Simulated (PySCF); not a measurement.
Frequency calculation of TaO2Br

System: TaO2Br.
Method: RKS-based PBE0, Ta def2-SVP with ECP60, O def2-SVP, Br def2-SVP; non-relativistic Hamiltonian with a scalar-relativistic core potential; density fitting (PySCF 2.14.0).

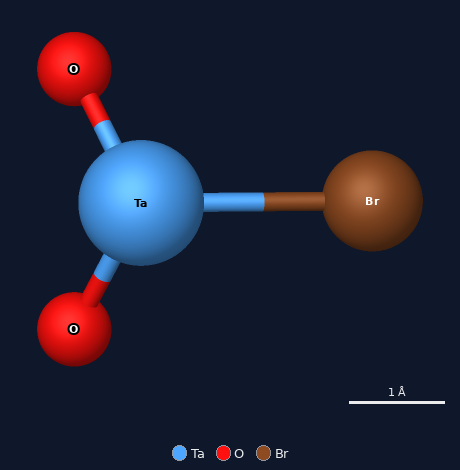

The structure as given in the input (ball-and-stick view, seen on its broad side). Sticks mark near contacts. Bond lengths as drawn: Br–Ta 2.47 Å and O–Ta 1.72 Å.

Input file:
```python
from pyscf import gto, scf, dft
mol = gto.M(atom='''
Ta    -0.524748     0.226448     0.223927
O     -0.667381    -0.510635     1.776181
O     -1.744147    -0.510635    -0.747106
Br     1.691931    -0.312223    -0.722000''',
    basis={'Ta': 'def2-SVP', 'O': 'def2-SVP', 'Br': 'def2-SVP'},
    ecp={'Ta': 'def2-SVP'},
    charge=0, spin=0)
mf = dft.RKS(mol, xc='PBE0')
mf.grids.atom_grid = (75, 302)
aux = {'Ta': 'def2-universal-JKFIT', 'O': 'def2-universal-JKFIT', 'Br': 'def2-universal-JKFIT'}
mf = mf.density_fit(auxbasis=aux)
mf.conv_tol = 1e-09
mf.diis_space = 10
mf.max_cycle = 60
mf.verbose = 4
mf.kernel()
```

The script is an equivalent of the set-up of the self-consistent field. The run itself was carried out by a driver, which started from the orbitals of the step before it where there was one and computed the further properties.

Command:
```bash
OMP_NUM_THREADS=2 python axn.py task.json out
```

Output:
```
init E= -2780.84855496869
  HOMO = -0.309745480983578  LUMO = -0.146775038496981  gap/eV = 4.43465
cycle= 1 E= -2780.84855496749  delta_E= 1.2e-09  |g|= 8e-05  |ddm|= 7.22e-05
  HOMO = -0.309734302454781  LUMO = -0.146783054670403  gap/eV = 4.43413
cycle= 2 E= -2780.8485549559  delta_E= 1.16e-08  |g|= 0.000251  |ddm|= 0.000223
  HOMO = -0.309743376183893  LUMO = -0.146777254717615  gap/eV = 4.43453
cycle= 3 E= -2780.84855496881  delta_E= -1.29e-08  |g|= 4.34e-06  |ddm|= 0.000168
  HOMO = -0.309743063358613  LUMO = -0.146777192424884  gap/eV = 4.43453
cycle= 4 E= -2780.84855496883  delta_E= -1.5e-11  |g|= 1.11e-06  |ddm|= 3.58e-06
  HOMO = -0.309743030633941  LUMO = -0.146776983367138  gap/eV = 4.43453
Extra cycle  E= -2780.84855496882  delta_E= 3.18e-12  |g|= 3.15e-06  |ddm|= 3.41e-06
converged SCF energy = -2780.84855496882
```

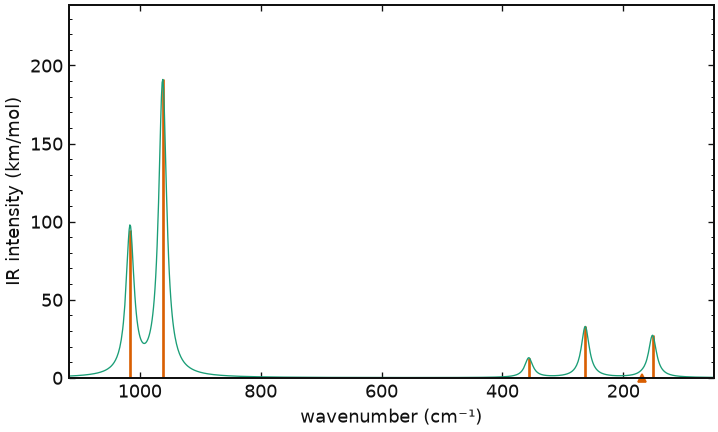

Harmonic infrared spectrum, unscaled: sticks (degenerate modes added up, dark ones marked on the axis) with a Lorentzian envelope of 16 cm⁻¹ full width, scaled to the tallest stick. 6 modes from 152 to 1016 cm⁻¹, none imaginary. The strongest line is at 962 cm⁻¹ (191 km/mol). All modes, in cm⁻¹ (km/mol): 152 (27), 169 (0.4), 263 (33), 356 (12.7), 962 (191), 1016 (95).

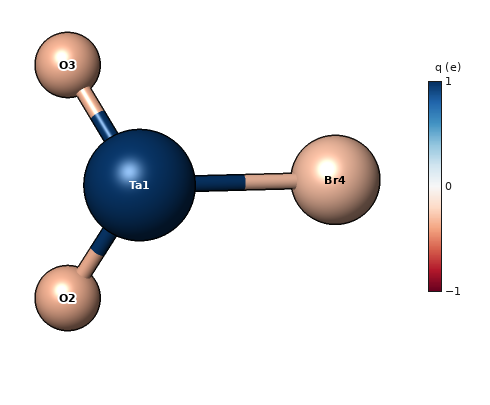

Mulliken charges, as the colour of each atom (ball-and-stick view, seen on its broad side; atoms are numbered from 1 in the order of the input). By element: Ta +0.97, O −0.34 and Br −0.30 e.

Key numbers:

| quantity | value |
| --- | --- |
| outcome | converged |
| total energy | −2780.848555 hartree |
| HOMO | −8.43 eV |
| LUMO | −3.99 eV |
| zero-point energy | 0.006648 hartree |
| dipole moment | 5.52 D |
| wavenumbers, lowest and highest | 152 and 1016 cm⁻¹ |
| hardware | 2 threads of Arm Neoverse N1, 98 GiB of memory available, shared host |
| wall time | 73 s (CPU time 2.2 min) |
| peak memory | 1.1 GiB |
